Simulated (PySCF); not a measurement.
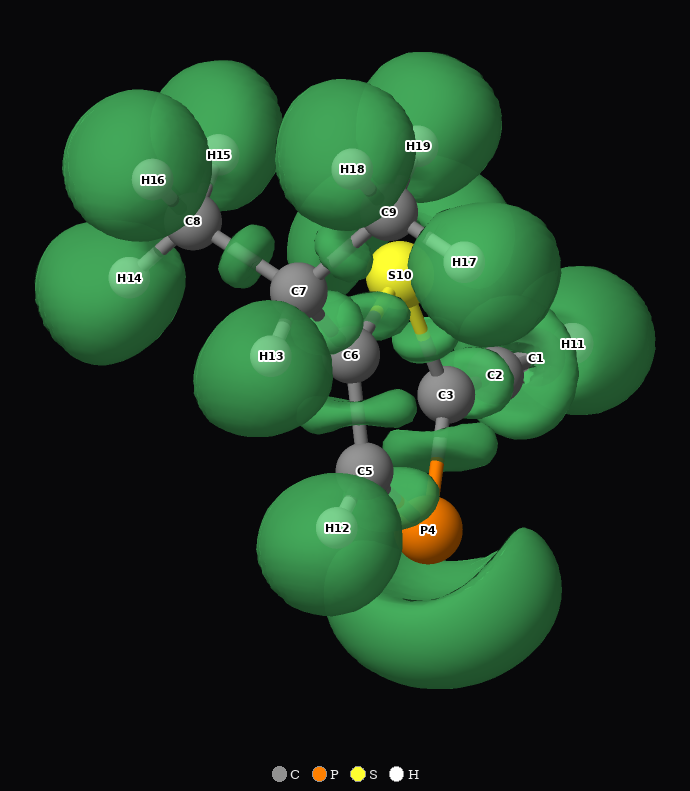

Figure. C$_{8}$H$_{9}$PS (SMILES C#Cc1pcc(C(C)C)s1). Isosurface of the ELF at 0.85 (green), seen at an oblique angle. Core shells and regions of very low density are left out.

Geometry: GFN2-xTB.

Level of theory: PBE0/pcSseg-1, SCF density, gas phase, non-relativistic in PySCF 2.14.0.

| atom | x (Å) | y (Å) | z (Å) |
| --- | --- | --- | --- |
| C | 4.7085 | 1.0596 | -0.4197 |
| C | 3.6608 | 0.4861 | -0.2698 |
| C | 2.4392 | -0.1684 | -0.1052 |
| P | 2.2701 | -1.8459 | 0.2578 |
| C | 0.5101 | -1.7520 | 0.2595 |
| C | -0.0875 | -0.5603 | 0.0097 |
| C | -1.5652 | -0.3097 | -0.0268 |
| C | -1.9850 | 0.2230 | -1.3984 |
| C | -1.9651 | 0.6687 | 1.0799 |
| S | 0.9834 | 0.7647 | -0.2850 |
| H | 5.6292 | 1.5447 | -0.5467 |
| H | -0.0780 | -2.6354 | 0.4565 |
| H | -2.0688 | -1.2671 | 0.1491 |
| H | -1.6886 | -0.4682 | -2.1848 |
| H | -1.5162 | 1.1863 | -1.5894 |
| H | -3.0644 | 0.3495 | -1.4368 |
| H | -1.6645 | 0.2870 | 2.0533 |
| H | -3.0426 | 0.8142 | 1.0816 |
| H | -1.4850 | 1.6325 | 0.9228 |

What do the ELF domains correspond to?

Answer. At this value the surface marks out six regions between bonded C–C atoms (shared pairs), two regions between bonded C–P atoms (shared pairs), two regions between bonded C–S atoms (shared pairs), nine regions around hydrogen nuclei, one lobe on P, pointing away from the bonds (lone pairs) and one lobe on S, pointing away from the bonds (lone pairs, which may merge into one lobe). Profiles from the grid: C–C (1.20 Å): the ELF peaks at about 0.85 between the atoms: a multiple bond. C–P (1.72 Å): the ELF peaks at about 0.90 between the atoms: a covalent bond.
